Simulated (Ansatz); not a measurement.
**F$_{3}$H$_{4}$O$_{2}$Si$_{2}$···H$_{3}$O: density, localisation and related maps**

```yaml
atoms:
  - { symbol: Si, position_ang: [-1.1264, 0.4624, 0.5366] }
  - { symbol: O, position_ang: [0.2267, 0.0111, -0.4127] }
  - { symbol: Si, position_ang: [0.1745, -0.0178, -2.0962] }
  - { symbol: F, position_ang: [-2.0009, 0.7347, -0.8177] }
  - { symbol: F, position_ang: [-1.0873, 1.9730, 1.0298] }
  - { symbol: O, position_ang: [-2.1620, -0.6366, 1.1472] }
  - { symbol: H, position_ang: [1.2172, -0.0690, 1.7427] }
  - { symbol: F, position_ang: [-0.0129, 0.0921, 2.0113] }
  - { symbol: H, position_ang: [1.4324, -0.1602, 0.2439] }
  - { symbol: O, position_ang: [2.0914, -0.1940, 1.0936] }
  - { symbol: H, position_ang: [-0.0432, 1.3296, -2.6586] }
  - { symbol: H, position_ang: [1.5472, -0.4780, -2.4443] }
  - { symbol: H, position_ang: [-0.8068, -1.0082, -2.5819] }
  - { symbol: H, position_ang: [-1.9197, -0.9655, 2.0136] }
  - { symbol: H, position_ang: [2.4699, -1.0738, 1.1926] }
```

A transition-state structure; geometry: PBE0-D4/def2-TZVP.

The calculation used RKS PBE0-D4/def2-TZVPP in Ansatz 0.2.0.

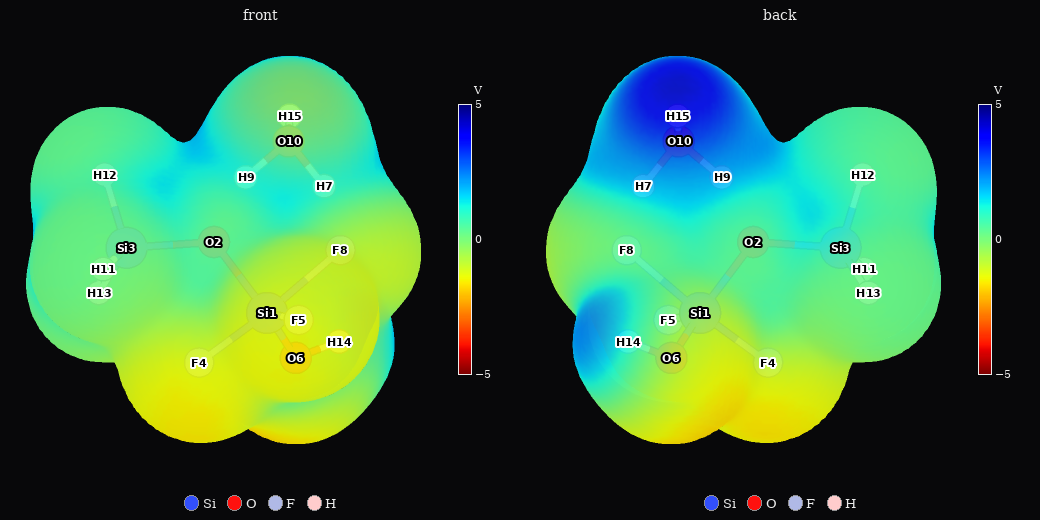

Figure 1. The electrostatic potential painted on the density surface at 0.002 e/bohr³, seen from the front and from behind; the colour scale runs from red (negative) to blue (positive).

Where is the surface potential most negative and most positive?

Answer. The most negative region (about −1.7 V) lies over O6, the most positive (about +4.0 V) over H15. O6 is the likeliest acceptor of a hydrogen bond.

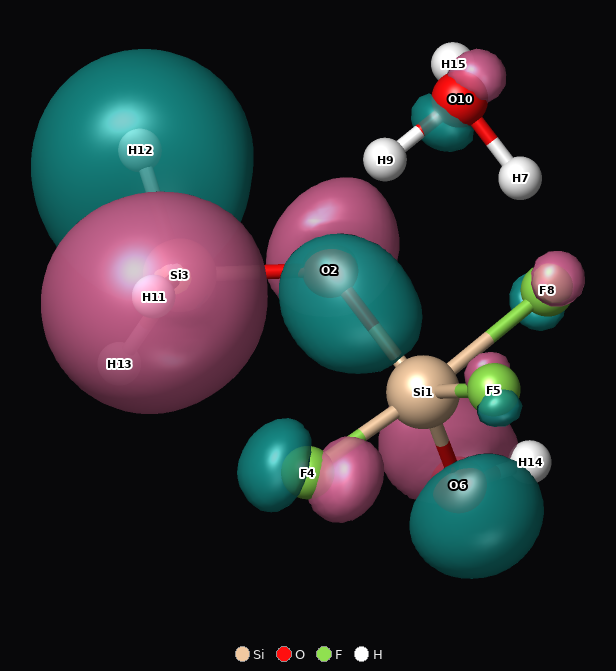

Figure 2. The HOMO−1 at ±0.08 Å⁻³ᐟ² (teal and pink are the two phases), seen at a tilt.

Describe this orbital and give its energy.

Answer. It lies mainly on Si3 (about 30 %), H11 (about 20 %), H12 (about 20 %), O2 (about 10 %) and O6 (about 10 %). Its energy is −9.60 eV.

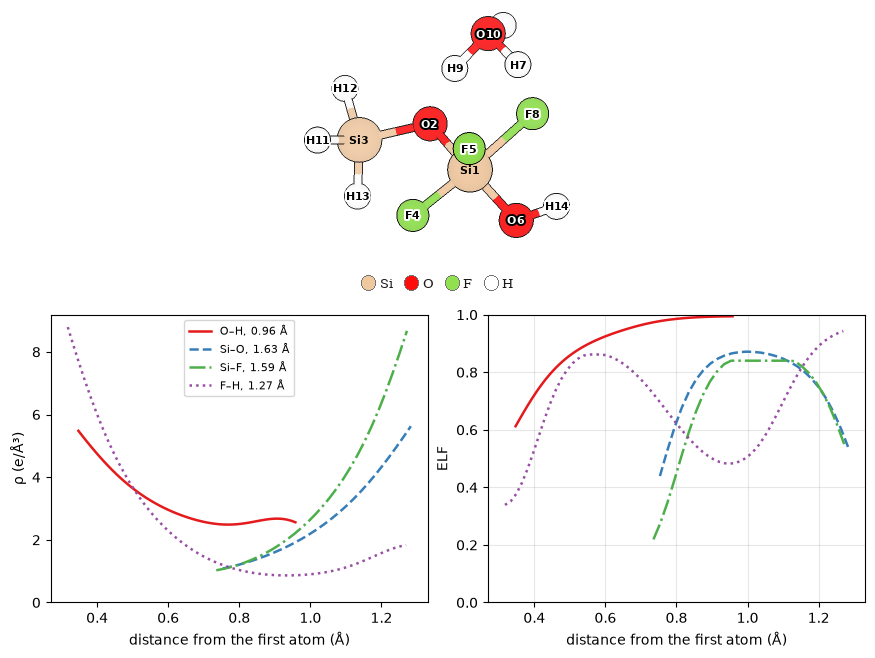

Figure 3. Total electron density and electron localisation function along straight lines between neighbouring atoms. The curves leave out the atomic cores. The structure is drawn too.

Compare the contacts.

Answer. O–H (0.96 Å): the density is about 3.8 e/Å³ at the midpoint; the ELF climbs to about 1 towards the hydrogen, as it does in any bond to H (an ordinary covalent bond to hydrogen).
Si–O (1.63 Å): ρ at the midpoint is about 1.3 e/Å³; the ELF peaks at about 0.85 between the atoms; a polar covalent bond.
Si–F (1.59 Å): ρ at the midpoint is about 1.2 e/Å³; the ELF peaks at about 0.85 in the valence shell of F, 0.6 Å from its nucleus, and is about 0.45 at the midpoint.
F8···H7 (1.27 Å): the density falls to about 0.86 e/Å³ on the way; the ELF peaks at about 0.85 between the atoms.

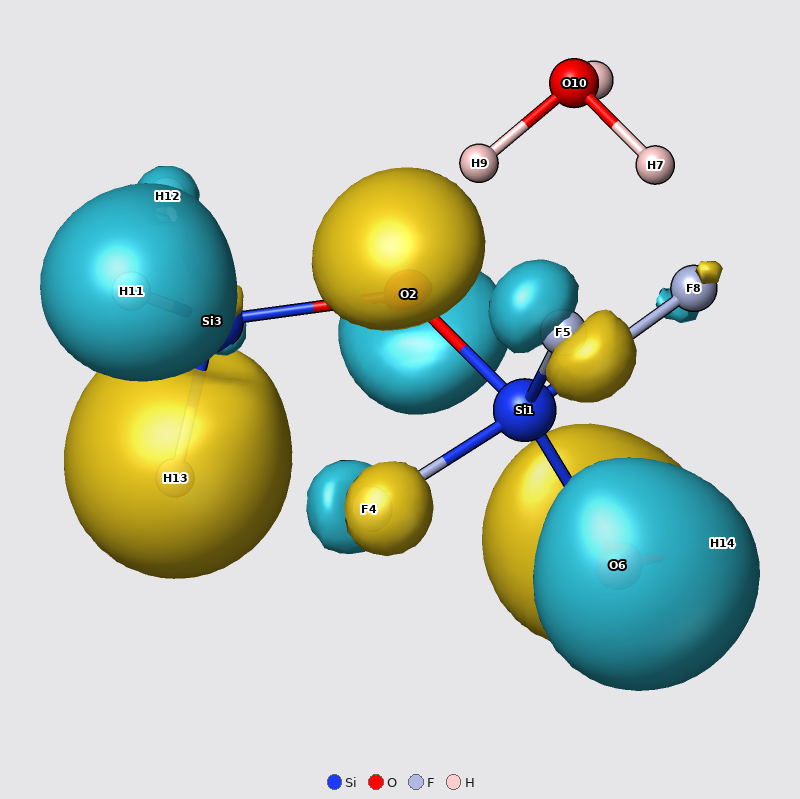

Figure 4. The HOMO at ±0.1 Å⁻³ᐟ² (yellow and cyan are the two phases), seen at a tilt.

Where does this orbital lie, and at what energy?

Answer. It lies mainly on O6 (about 40 %), O2 (about 15 %), Si3 (about 15 %), H13 (about 10 %) and H11 (about 5 %). Its energy is −9.36 eV.
